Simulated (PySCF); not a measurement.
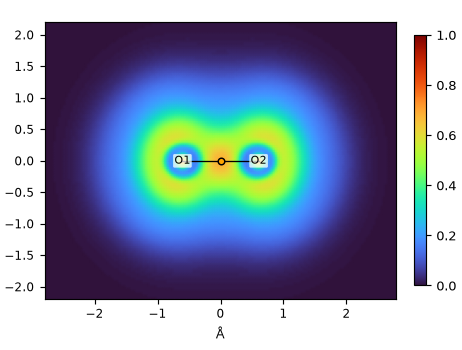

Figure 1: O$_{2}$, triplet, SMILES `[O][O]`. Localised orbital locator (LOL) in a plane that holds the bond, with bond paths and bond critical points (dots).

PySCF calculation, HF/6-31+G*, gas phase; geometry: GFN2-xTB. No frequency check shows the geometry to be a minimum. The stability of the open-shell solution wasn't checked. GFN2-xTB doesn't know the spin state, so this open-shell geometry is rough.

Geometry (Å), atoms numbered from 1:

```
O1       0.6049    0.0000    0.0000
O2      -0.6049    0.0000    0.0000
```

**Rank the bonds in the plane by LOL at their critical points.**

O1–O2: about 0.68. Values above 0.5 mark slow, localised electrons, as in shared pairs; low values at a critical point mark a polar or closed-shell contact whose critical point lies between the shells.

Cost of the run: 1.6 s on 1 thread of Arm Neoverse N1 (shared host), peak memory 0.17 GiB.
